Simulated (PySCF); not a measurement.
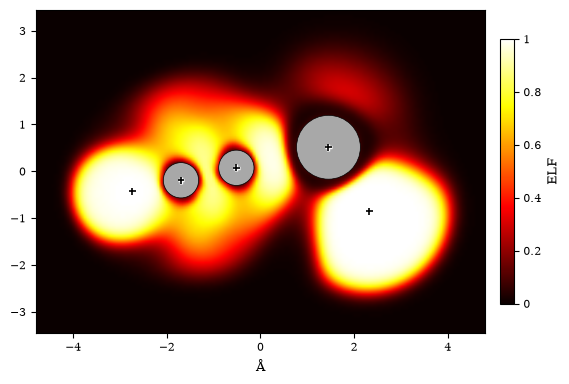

The electron localisation function on a plane through atoms (crosses mark nuclei in the plane; grey discs cover the cores).

These are results of PySCF, PBE0/pcSseg-1, SCF density, gas phase, non-relativistic, not measurements.

Candidates:
A. C2H4Al (SMILES C#[C][AlH3-]) (charge −1)
B. C7H4FNO
C. C5H8Si (SMILES CC1=CC=C[SiH2]1)

> Which candidate gave the map?

Candidate A: C2H4Al on the plane of atoms C2, Al3 and H7, which holds C, Al and H. C–C (1.21 Å): the ELF peaks at about 0.85 between the atoms (a multiple bond). C–Al (2.02 Å): the ELF peaks at about 1 between the atoms; a shared but strongly polarised pair.
